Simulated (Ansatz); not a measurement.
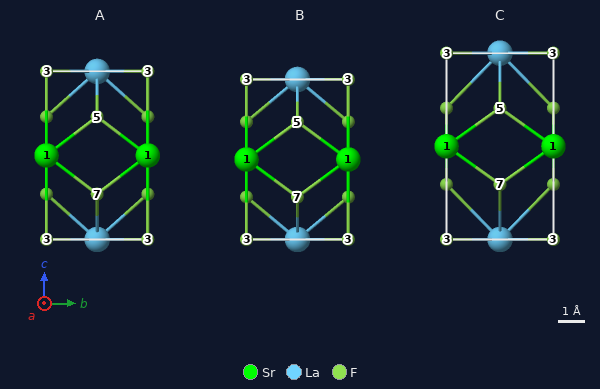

3 geometries from one relaxation of solid SrLaF5 (built on the SiSnPd5-123 type type), in shuffled order. A ball-and-stick model of the cell of the calculation, seen along the a axis.

Theory: DFT, PBEsol, plane waves, PAW (Ansatz 0.2.0). (plane-wave cutoff 420 eV; k-point mesh 6 × 6 × 4; occupations fermi dirac; smearing width 0.03 eV; no spin polarisation; cell and atoms relaxed; force threshold 0.01 eV/Å; at most 120 steps)

Put them in the order of the run, from the start to the converged end.

Answer. C, A, B. They are steps 0, 2, 9, at +342 meV per atom, +12.2 meV per atom relative to the last. The energy falls by 342 meV per atom in 7 accepted moves (9 points after the start). The largest force component goes from 1.2 to 0.00037 eV/Å. Pressure: −14.20 GPa at the start and −0.01 GPa at the end. The SCF was repeated twice at an unchanged geometry on a basis and grid sized afresh for the cell, which shifted the energy by 3.7 meV per atom at most. The largest moves relative to the cell, 0.18 Å, are those of F atoms. La and Sr stay in place. The drawn cell changes as follows: a = b 4.118 → 3.921 Å (−4.8 %), c 7.175 → 6.160 Å (−14.1 %); the volume changes by −22.1 %. Near-neighbour distances that change, for instance: F–Sr 3.587 → 3.080 Å, F–La 2.954 → 2.552 Å, F–La 2.912 → 2.773 Å, F–Sr 2.529 → 2.436 Å. Bond angles that change, for instance: La–F–La 88.4° → 100.4°, Sr–F–La 114.6° → 112.3°. The space group stays P4/mmm (No. 123).
